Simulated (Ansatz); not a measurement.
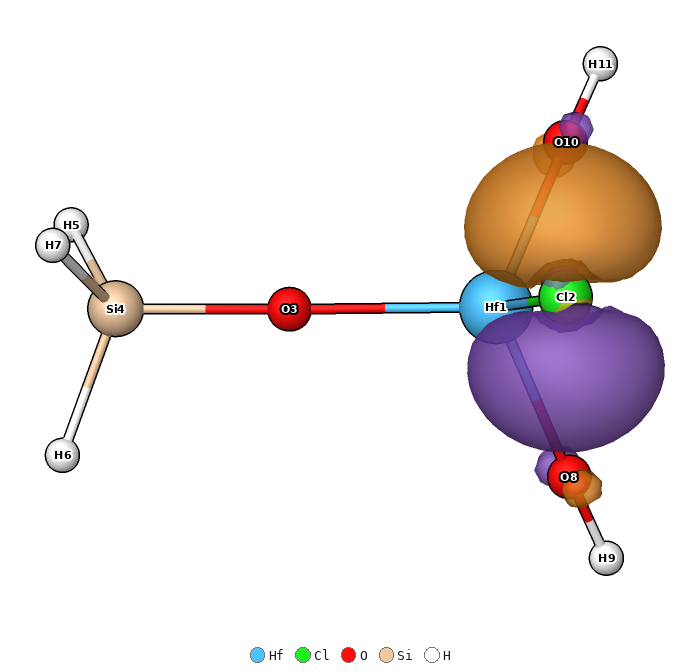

*ClH$_{5}$HfO$_{3}$Si. The HOMO−1 at ±0.2 Å⁻³ᐟ² (orange and purple are the two phases), seen across its widest extent.*

Core potentials replace the inner electrons of Hf.

Computed with RHF/def2-SVP in Ansatz.

Input file:

```
crystal:
  periodic: [false, false, false]
  atoms:
    - { symbol: Hf, position_ang: [0.0, 0.0, 0.0] }
    - { symbol: Cl, position_ang: [0.0, 0.0, 2.52] }
    - { symbol: O, position_ang: [1.952, 0.0, -0.6893] }
    - { symbol: Si, position_ang: [2.8584, -1.3762, -1.0165] }
    - { symbol: H, position_ang: [2.0275, -2.3521, -1.7156] }
    - { symbol: H, position_ang: [3.9996, -1.0202, -1.8547] }
    - { symbol: H, position_ang: [3.3369, -1.9538, 0.2361] }
    - { symbol: O, position_ang: [-0.975, 1.6891, -0.6893] }
    - { symbol: H, position_ang: [-1.9328, 1.4584, -0.9117] }
    - { symbol: O, position_ang: [-0.975, -1.6891, -0.6893] }
    - { symbol: H, position_ang: [-1.4296, -2.1548, 0.0831] }
basis:
  gaussian: { orbitals: def2-SVP }
hamiltonian:
  xc: hf
relax:
  f_tol: 0.02
  max_steps: 40
output:
  orbitals: {}
```

Run with:

```sh
ansatz run input.yaml --threads 2 --pin off --max-ram 3072MiB --backend cpu --events-out ev --progress --plain --runs-dir out
```

The fields are those of the run's last geometry, not of the input's.

Describe this orbital and give its energy.

Answer. Its weight (Hirshfeld) is mainly on Cl2 (about 90 %); largely a lone pair of Cl2. Its energy is −12.06 eV.
